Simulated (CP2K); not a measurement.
**singlet N2H+, step by step**

Wanted: the energy (singlet N2H+, RPA@PBE/ccGRB-T), then a single-point energy (doublet N2H, RPA@PBE/ccGRB-T), then the energy (singlet N2H+, RPA@PBE/ccGRB-T), then the energy (doublet N2H, RPA@PBE/ccGRB-T), then a single-point energy (singlet N2H+, RPA@PBE/ccGRB-T), then a single-point energy (doublet N2H, RPA@PBE/ccGRB-T), then a single-point energy (singlet N2H+, RPA@PBE/ccGRB-T) of HN2. The setting varied is the integral approximation. 

The calculation is run with CP2K 2026.2.

## Step 1: The system as given

The species is N2H+ (3 atoms), meant as a singlet with charge +1. As SMILES of the parent species, `[N]=N`. The shape is that of a PBE0-D4/def2-TZVP optimisation. That shape belongs to the parent species and isn't relaxed for this state.

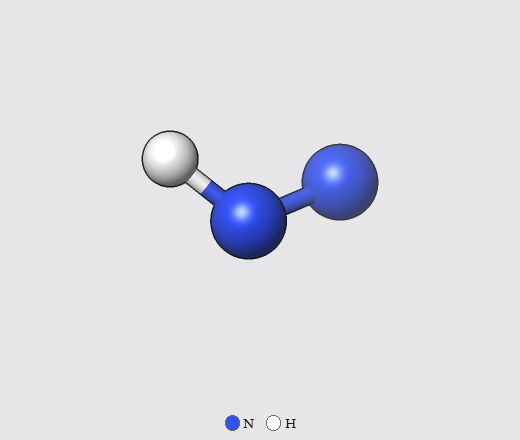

Viewed from a chosen angle; nitrogen blue, hydrogen white.

## Step 2: A single-point energy at RPA@PBE/ccGRB-T (density fitting, core potential, minimax 1, quadrature points 10) (run 1)

calc.inp

```
&GLOBAL
    PROJECT calc
    RUN_TYPE ENERGY
    PRINT_LEVEL MEDIUM
&END GLOBAL

&FORCE_EVAL
    METHOD QS
    &DFT
        BASIS_SET_FILE_NAME BASIS_ccGRB_UZH
        POTENTIAL_FILE_NAME POTENTIAL_UZH
        AUTO_BASIS RI_AUX SMALL
        SORT_BASIS EXP
        CHARGE 1
        MULTIPLICITY 1
        # Quickstep
        &QS
            METHOD GPW
            EPS_DEFAULT 1.0E-10
        &END QS
        &MGRID
            CUTOFF 400
            REL_CUTOFF 50
            NGRIDS 4
        &END MGRID
        # isolated system
        &POISSON
            PERIODIC NONE
            POISSON_SOLVER MULTIPOLE
        &END POISSON
        &SCF
            SCF_GUESS ATOMIC
            EPS_SCF 1.0E-06
            MAX_SCF 30
            &OT ON
                MINIMIZER DIIS
                PRECONDITIONER FULL_ALL
            &END OT
            &OUTER_SCF
                EPS_SCF 1.0E-06
                MAX_SCF 10
            &END OUTER_SCF
        &END SCF
        &XC
            &XC_FUNCTIONAL PBE
            &END XC_FUNCTIONAL
            # correlation from orbitals
            &WF_CORRELATION
                &RI_RPA
                    QUADRATURE_POINTS 10
                    MINIMAX_QUADRATURE T
                    # exact exchange
                    &HF
                        FRACTION 1
                        &SCREENING
                            EPS_SCHWARZ 1.0E-09
                            SCREEN_ON_INITIAL_P F
                        &END SCREENING
                        &INTERACTION_POTENTIAL
                            POTENTIAL_TYPE COULOMB
                        &END INTERACTION_POTENTIAL
                        &MEMORY
                            MAX_MEMORY 1750
                        &END MEMORY
                    &END HF
                &END RI_RPA
                MEMORY 1500
                &INTEGRALS
                    ERI_METHOD OS
                &END INTEGRALS
                &LOW_SCALING
                &END LOW_SCALING
            &END WF_CORRELATION
        &END XC
        &PRINT
            &MOMENTS
                PERIODIC F
                REFERENCE COM
                MAX_MOMENT 1
            &END MOMENTS
            &MO_CUBES
                NLUMO 1
                NHOMO -1
                WRITE_CUBE F
            &END MO_CUBES
            &HIRSHFELD OFF
            &END HIRSHFELD
        &END PRINT
    &END DFT
    # atoms, cell and kinds
    &SUBSYS
        # vacuum box
        &CELL
            ABC [angstrom] 8.2 8.4 7.5
            PERIODIC NONE
        &END CELL
        &COORD
            N      0.710530    -0.606720     0.326180
            N     -0.268660    -0.217710    -0.170100
            H     -0.441870     0.824430    -0.156080
        &END COORD
        &TOPOLOGY
            &CENTER_COORDINATES
            &END CENTER_COORDINATES
        &END TOPOLOGY
        &KIND N
            BASIS_SET ccGRB-T-q5
            POTENTIAL GTH-PBE-q5
        &END KIND
        &KIND H
            BASIS_SET ccGRB-T-q1
            POTENTIAL GTH-PBE-q1
        &END KIND
    &END SUBSYS
&END FORCE_EVAL
```

Launch:

```
$ OMP_NUM_THREADS=2 cp2k.psmp -i calc.inp -o calc.out
```

The program printed, shortened:

```text
CP2K| version string:                                       CP2K version 2026.2
[...]
 GLOBAL| Method name                                                        CP2K
[...]
 GLOBAL| Run type                                                         ENERGY
[...]
 DFT| Spin restricted Kohn-Sham (RKS) calculation                            RKS
 DFT| Multiplicity                                                             1
[...]
 DFT| Charge                                                                   1
[...]
 FUNCTIONAL| PBE:
 QS| Method:                                                                 GPW
[...]
 QS| Density cutoff [a.u.]:                                                200.0
[...]
 QS| Relative density cutoff [a.u.]:                                        25.0
[...]
                             - Atoms:                                          3
[...]
                             - Spherical basis functions:                     72
[...]
 Number of electrons:                                                         10
[...]
     1 OT DIIS     0.15E+00    0.5     0.26257057       -18.7553879031 -1.88E+01
[...]
    19 OT DIIS     0.15E+00    0.5     0.00000070       -20.0610152844 -1.69E-11
  *** SCF run converged in    19 steps ***
[...]
  Overlap energy of the core charge distribution:               0.00000049764281
  Self energy of the core charge distribution:                -51.10132592674127
  Core Hamiltonian energy:                                     14.20639512650196
  Hartree energy:                                              21.73382129270408
  Exchange-correlation energy:                                 -4.89990627451616
  Total energy:                                               -20.06101528440858
[...]
                     Mulliken Population Analysis
 #  Atom  Element  Kind  Atomic population                           Net charge
       1     N        1          4.688417                              0.311583
       2     N        1          4.758829                              0.241171
       3     H        2          0.552754                              0.447246
 # Total charge                             10.000000                  1.000000
[...]
  Dipole moment [Debye]
    X= -0.1160209E+01 Y=  0.2305013E+01 Z= -0.3960803E+00  Total=      2.6107565
[...]
 HOMO - LUMO gap [eV] :    5.938817
[...]
 ENERGY| Total FORCE_EVAL ( QS ) energy [hartree]            -20.198206879282189
[...]
```

It took 17 s on 2 threads of Intel Xeon Platinum 8488C (Sapphire Rapids), shared host; peak memory 0.77 GiB.

## Step 3: Doublet neutral N2H: a single-point energy at RPA@PBE/ccGRB-T (density fitting, core potential, minimax 1, quadrature points 10) (run 2)

job.inp

```
&GLOBAL
  PROJECT job
  RUN_TYPE ENERGY
  PRINT_LEVEL MEDIUM
&END

&FORCE_EVAL
  METHOD QUICKSTEP
  &DFT
    BASIS_SET_FILE_NAME BASIS_ccGRB_UZH
    POTENTIAL_FILE_NAME POTENTIAL_UZH
    AUTO_BASIS RI_AUX MEDIUM
    SORT_BASIS EXP
    CHARGE 0
    MULTIPLICITY 2
    LSD T
    # Quickstep
    &QS
      METHOD GPW
      EPS_DEFAULT 1.0E-10
    &END
    # real-space grids
    &MGRID
      CUTOFF 400
      REL_CUTOFF 50
      NGRIDS 4
    &END
    # cluster boundary conditions
    &POISSON
      PERIODIC NONE
      POISSON_SOLVER MULTIPOLE
    &END
    # SCF settings
    &SCF
      SCF_GUESS ATOMIC
      EPS_SCF 1.0E-06
      MAX_SCF 40
      &OT ON
        MINIMIZER DIIS
        PRECONDITIONER FULL_ALL
      &END
      &OUTER_SCF
        EPS_SCF 1.0E-06
        MAX_SCF 10
      &END
    &END
    # exchange and correlation
    &XC
      &XC_FUNCTIONAL PBE
      &END
      &WF_CORRELATION
        &RI_RPA
          QUADRATURE_POINTS 10
          MINIMAX_QUADRATURE T
          &HF
            FRACTION 1
            &SCREENING
              EPS_SCHWARZ 1.0E-09
              SCREEN_ON_INITIAL_P F
            &END
            &INTERACTION_POTENTIAL
              POTENTIAL_TYPE COULOMB
            &END
            &MEMORY
              MAX_MEMORY 1750
            &END
          &END
        &END
        MEMORY 1500
        &INTEGRALS
          ERI_METHOD OS
        &END
        &LOW_SCALING
        &END
      &END
    &END
    # extra output
    &PRINT
      &MOMENTS
        PERIODIC F
        REFERENCE COM
        MAX_MOMENT 1
      &END
      &MO_CUBES
        NLUMO 5
        NHOMO -1
        WRITE_CUBE F
      &END
      &HIRSHFELD OFF
      &END
    &END
  &END
  &SUBSYS
    &CELL
      ABC [angstrom] 8.2 8.4 7.5
      PERIODIC NONE
    &END
    &COORD
      N      0.710530    -0.606720     0.326180
      N     -0.268660    -0.217710    -0.170100
      H     -0.441870     0.824430    -0.156080
    &END
    &TOPOLOGY
      &CENTER_COORDINATES
      &END
    &END
    &KIND N
      BASIS_SET ccGRB-T-q5
      POTENTIAL GTH-PBE-q5
    &END
    &KIND H
      BASIS_SET ccGRB-T-q1
      POTENTIAL GTH-PBE-q1
    &END
  &END
&END
```

Launch:

```
$ OMP_NUM_THREADS=2 cp2k.psmp -i job.inp > job.out 2>&1
```

The program printed, shortened:

```text
CP2K| version string:                                       CP2K version 2026.2
[...]
 GLOBAL| Method name                                                        CP2K
[...]
 GLOBAL| Run type                                                         ENERGY
[...]
 DFT| Spin unrestricted (spin-polarized) Kohn-Sham calculation               UKS
 DFT| Multiplicity                                                             2
[...]
 DFT| Charge                                                                   0
[...]
 FUNCTIONAL| PBE:
 QS| Method:                                                                 GPW
[...]
 QS| Density cutoff [a.u.]:                                                200.0
[...]
 QS| Relative density cutoff [a.u.]:                                        25.0
[...]
                             - Atoms:                                          3
[...]
                             - Spherical basis functions:                     72
[...]
 Number of electrons:                                                          6
[...]
     1 OT DIIS     0.15E+00    0.9     0.10803078       -19.2021203078 -1.92E+01
[...]
    22 OT DIIS     0.15E+00    0.9     0.00000063       -20.4038912779 -2.47E-10
  *** SCF run converged in    22 steps ***
[...]
  Overlap energy of the core charge distribution:               0.00000049764281
  Self energy of the core charge distribution:                -51.10132592674127
  Core Hamiltonian energy:                                     14.93381482531282
  Hartree energy:                                              21.07244339583504
  Exchange-correlation energy:                                 -5.30882406995824
  Total energy:                                               -20.40389127790884
[...]
                     Mulliken Population Analysis
 #  Atom  Element  Kind  Atomic population (alpha,beta) Net charge  Spin moment
       1     N        1         2.922390     2.237106    -0.159496     0.685284
       2     N        1         2.642035     2.468477    -0.110512     0.173558
       3     H        2         0.435575     0.294417     0.270009     0.141158
 # Total charge and spin        6.000000     5.000000    -0.000000     1.000000
[...]
  Dipole moment [Debye]
    X= -0.8040493E+00 Y=  0.1681601E+01 Z= -0.2654660E+00  Total=      1.8827507
[...]
 HOMO - LUMO gap [eV] :    6.682820
[...]
 ENERGY| Total FORCE_EVAL ( QS ) energy [hartree]            -20.533944168337669
[...]
```

Wall time 33 s (2 threads of Intel Xeon Platinum 8488C (Sapphire Rapids), shared host); peak memory 0.89 GiB.

Runs 3 to 4 aren't shown in full; the table further down has their settings and results.

## Step 4: The energy at RPA@PBE/ccGRB-T (density fitting, core potential, minimax 1, quadrature points 10) (run 5)

molecule.inp

```
&GLOBAL
   PROJECT_NAME molecule
   RUN_TYPE ENERGY
   PRINT_LEVEL MEDIUM
&END GLOBAL
&FORCE_EVAL
   METHOD QS
   &DFT
      BASIS_SET_FILE_NAME BASIS_ccGRB_UZH
      POTENTIAL_FILE_NAME POTENTIAL_UZH
      AUTO_BASIS RI_AUX LARGE
      SORT_BASIS EXP
      CHARGE 1
      MULTIPLICITY 1
      &QS
         METHOD GPW
         EPS_DEFAULT 1.0E-10
      &END QS
      &MGRID
         CUTOFF 400
         REL_CUTOFF 50
         NGRIDS 4
      &END MGRID
      &POISSON
         PERIODIC NONE
         POISSON_SOLVER MULTIPOLE
      &END POISSON
      &SCF
         SCF_GUESS ATOMIC
         EPS_SCF 1.0E-06
         MAX_SCF 30
         &OT ON
            MINIMIZER DIIS
            PRECONDITIONER FULL_ALL
         &END OT
         &OUTER_SCF
            EPS_SCF 1.0E-06
            MAX_SCF 10
         &END OUTER_SCF
      &END SCF
      &XC
         &XC_FUNCTIONAL PBE
         &END XC_FUNCTIONAL
         &WF_CORRELATION
            &RI_RPA
               QUADRATURE_POINTS 10
               MINIMAX_QUADRATURE T
               &HF
                  FRACTION 1
                  &SCREENING
                     EPS_SCHWARZ 1.0E-09
                     SCREEN_ON_INITIAL_P F
                  &END SCREENING
                  &INTERACTION_POTENTIAL
                     POTENTIAL_TYPE COULOMB
                  &END INTERACTION_POTENTIAL
                  &MEMORY
                     MAX_MEMORY 1750
                  &END MEMORY
               &END HF
            &END RI_RPA
            MEMORY 1500
            &INTEGRALS
               ERI_METHOD OS
            &END INTEGRALS
            &LOW_SCALING
            &END LOW_SCALING
         &END WF_CORRELATION
      &END XC
      &PRINT
         &MOMENTS
            PERIODIC F
            REFERENCE COM
            MAX_MOMENT 1
         &END MOMENTS
         &MO_CUBES
            NLUMO 1
            NHOMO -1
            WRITE_CUBE F
         &END MO_CUBES
         &HIRSHFELD OFF
         &END HIRSHFELD
      &END PRINT
   &END DFT
   &SUBSYS
      &CELL
         ABC [angstrom] 8.2 8.4 7.5
         PERIODIC NONE
      &END CELL
      &COORD
         N      0.710530    -0.606720     0.326180
         N     -0.268660    -0.217710    -0.170100
         H     -0.441870     0.824430    -0.156080
      &END COORD
      &TOPOLOGY
         &CENTER_COORDINATES
         &END CENTER_COORDINATES
      &END TOPOLOGY
      &KIND N
         BASIS_SET ccGRB-T-q5
         POTENTIAL GTH-PBE-q5
      &END KIND
      &KIND H
         BASIS_SET ccGRB-T-q1
         POTENTIAL GTH-PBE-q1
      &END KIND
   &END SUBSYS
&END FORCE_EVAL
```

Launch:

```
$ OMP_NUM_THREADS=2 cp2k.psmp molecule.inp > molecule.out
```

The program printed, shortened:

```text
CP2K| version string:                                       CP2K version 2026.2
[...]
 GLOBAL| Method name                                                        CP2K
[...]
 GLOBAL| Run type                                                         ENERGY
[...]
 DFT| Spin restricted Kohn-Sham (RKS) calculation                            RKS
 DFT| Multiplicity                                                             1
[...]
 DFT| Charge                                                                   1
[...]
 FUNCTIONAL| PBE:
 QS| Method:                                                                 GPW
[...]
 QS| Density cutoff [a.u.]:                                                200.0
[...]
 QS| Relative density cutoff [a.u.]:                                        25.0
[...]
                             - Atoms:                                          3
[...]
                             - Spherical basis functions:                     72
[...]
 Number of electrons:                                                         10
[...]
     1 OT DIIS     0.15E+00    0.5     0.26257057       -18.7553879031 -1.88E+01
[...]
    19 OT DIIS     0.15E+00    0.5     0.00000070       -20.0610152844 -1.87E-11
  *** SCF run converged in    19 steps ***
[...]
  Overlap energy of the core charge distribution:               0.00000049764281
  Self energy of the core charge distribution:                -51.10132592674127
  Core Hamiltonian energy:                                     14.20639512650187
  Hartree energy:                                              21.73382129270203
  Exchange-correlation energy:                                 -4.89990627451611
  Total energy:                                               -20.06101528441067
[...]
                     Mulliken Population Analysis
 #  Atom  Element  Kind  Atomic population                           Net charge
       1     N        1          4.688417                              0.311583
       2     N        1          4.758829                              0.241171
       3     H        2          0.552754                              0.447246
 # Total charge                             10.000000                  1.000000
[...]
  Dipole moment [Debye]
    X= -0.1160209E+01 Y=  0.2305013E+01 Z= -0.3960803E+00  Total=      2.6107565
[...]
 HOMO - LUMO gap [eV] :    5.938817
[...]
 ENERGY| Total FORCE_EVAL ( QS ) energy [hartree]            -20.198320252104061
[...]
```

Run time: 17 s. Hardware: 2 threads of Intel Xeon Platinum 8488C (Sapphire Rapids), shared host; peak memory 0.78 GiB.

Run 6 isn't shown in full; the table further down has it.

## Step 5: The energy at RPA@PBE/ccGRB-T (density fitting, core potential, minimax 1, quadrature points 10) (run 7)

run.inp

```
&GLOBAL
  PROJECT_NAME run
  RUN_TYPE ENERGY
  PRINT_LEVEL MEDIUM
&END

&FORCE_EVAL
  METHOD QS
  &DFT
    BASIS_SET_FILE_NAME BASIS_ccGRB_UZH
    POTENTIAL_FILE_NAME POTENTIAL_UZH
    AUTO_BASIS RI_AUX HUGE
    SORT_BASIS EXP
    CHARGE 1
    &QS
      METHOD GPW
      EPS_DEFAULT 1.0E-10
    &END
    # plane-wave cutoff in Ry
    &MGRID
      CUTOFF 400
      REL_CUTOFF 50
      NGRIDS 4
    &END
    &POISSON
      PERIODIC NONE
      POISSON_SOLVER MULTIPOLE
    &END
    &SCF
      SCF_GUESS ATOMIC
      EPS_SCF 1.0E-06
      MAX_SCF 30
      &OT
        MINIMIZER DIIS
        PRECONDITIONER FULL_ALL
      &END
      &OUTER_SCF
        EPS_SCF 1.0E-06
        MAX_SCF 10
      &END
    &END
    &XC
      &XC_FUNCTIONAL PBE
      &END
      &WF_CORRELATION
        &RI_RPA
          QUADRATURE_POINTS 10
          MINIMAX_QUADRATURE T
          # exact exchange
          &HF
            FRACTION 1
            &SCREENING
              EPS_SCHWARZ 1.0E-09
            &END
            &MEMORY
              MAX_MEMORY 1750
            &END
          &END
        &END
        MEMORY 1500
        &INTEGRALS
          ERI_METHOD OS
        &END
        &LOW_SCALING
        &END
      &END
    &END
    # extra output
    &PRINT
      &MOMENTS
        PERIODIC F
        REFERENCE COM
        MAX_MOMENT 1
      &END
      &MO_CUBES
        NLUMO 1
        NHOMO -1
        WRITE_CUBE F
      &END
      &HIRSHFELD OFF
      &END
    &END
  &END
  # structure
  &SUBSYS
    # box in angstrom
    &CELL
      ABC 8.2 8.4 7.5
      PERIODIC NONE
    &END
    &COORD
      N      0.710530    -0.606720     0.326180
      N     -0.268660    -0.217710    -0.170100
      H     -0.441870     0.824430    -0.156080
    &END
    &TOPOLOGY
      &CENTER_COORDINATES
      &END
    &END
    &KIND N
      BASIS_SET ccGRB-T-q5
      POTENTIAL GTH-PBE-q5
    &END
    &KIND H
      BASIS_SET ccGRB-T-q1
      POTENTIAL GTH-PBE-q1
    &END
  &END
&END
```

Launch:

```
$ OMP_NUM_THREADS=2 cp2k.psmp -i run.inp > run.out 2>&1
```

The program printed, shortened:

```text
CP2K| version string:                                       CP2K version 2026.2
[...]
 GLOBAL| Method name                                                        CP2K
[...]
 GLOBAL| Run type                                                         ENERGY
[...]
 DFT| Spin restricted Kohn-Sham (RKS) calculation                            RKS
 DFT| Multiplicity                                                             1
[...]
 DFT| Charge                                                                   1
[...]
 FUNCTIONAL| PBE:
 QS| Method:                                                                 GPW
[...]
 QS| Density cutoff [a.u.]:                                                200.0
[...]
 QS| Relative density cutoff [a.u.]:                                        25.0
[...]
                             - Atoms:                                          3
[...]
                             - Spherical basis functions:                     72
[...]
 Number of electrons:                                                         10
[...]
     1 OT DIIS     0.15E+00    0.6     0.26257057       -18.7553879031 -1.88E+01
[...]
    19 OT DIIS     0.15E+00    0.8     0.00000070       -20.0610152844 -1.76E-11
  *** SCF run converged in    19 steps ***
[...]
  Overlap energy of the core charge distribution:               0.00000049764281
  Self energy of the core charge distribution:                -51.10132592674127
  Core Hamiltonian energy:                                     14.20639512650183
  Hartree energy:                                              21.73382129270315
  Exchange-correlation energy:                                 -4.89990627451603
  Total energy:                                               -20.06101528440951
[...]
                     Mulliken Population Analysis
 #  Atom  Element  Kind  Atomic population                           Net charge
       1     N        1          4.688417                              0.311583
       2     N        1          4.758829                              0.241171
       3     H        2          0.552754                              0.447246
 # Total charge                             10.000000                  1.000000
[...]
  Dipole moment [Debye]
    X= -0.1160209E+01 Y=  0.2305013E+01 Z= -0.3960803E+00  Total=      2.6107565
[...]
 HOMO - LUMO gap [eV] :    5.938817
[...]
 ENERGY| Total FORCE_EVAL ( QS ) energy [hartree]            -20.198353878850352
[...]
```

Wall time 20 s (2 threads of Intel Xeon Platinum 8488C (Sapphire Rapids), shared host); peak memory 0.79 GiB.

## Step 6: All runs side by side

| run | integral approximation | iteration cap | partner | energy (Eh) | HOMO energy (eV) | LUMO energy (eV) | HOMO–LUMO gap (eV) | wall time |
| --- | --- | --- | --- | --- | --- | --- | --- | --- |
| 1 | SMALL | 30 | cation | -20.198207 | -20.03 | -14.09 | 5.94 | 17 s |
| 2 | MEDIUM | 40 | base | -20.533944 | -4.60 | -2.61 | – | 33 s |
| 3 | MEDIUM | 30 | cation | -20.198207 | -20.03 | -14.09 | 5.94 | 17 s |
| 4 | LARGE | 40 | base | -20.534052 | -4.60 | -2.61 | – | 33 s |
| 5 | LARGE | 30 | cation | -20.198320 | -20.03 | -14.09 | 5.94 | 17 s |
| 6 | HUGE | 40 | base | -20.534087 | -4.60 | -2.61 | – | 37 s |
| 7 | HUGE | 30 | cation | -20.198354 | -20.03 | -14.09 | 5.94 | 20 s |

## Step 7: Results

```
                                                      quantity         value
                          run 7, RPA@PBE/ccGRB-T: total energy  -20.19835 Eh
  run 7, RPA@PBE/ccGRB-T: HOMO energy (PBE Kohn–Sham orbitals)     -20.03 eV
  run 7, RPA@PBE/ccGRB-T: LUMO energy (PBE Kohn–Sham orbitals)     -14.09 eV
run 7, RPA@PBE/ccGRB-T: HOMO–LUMO gap (PBE Kohn–Sham orbitals)       5.94 eV
                run 7, RPA@PBE/ccGRB-T: RPA correlation energy    -601.6 mEh
```

All runs together took 2.9 min, the longest 37 s.
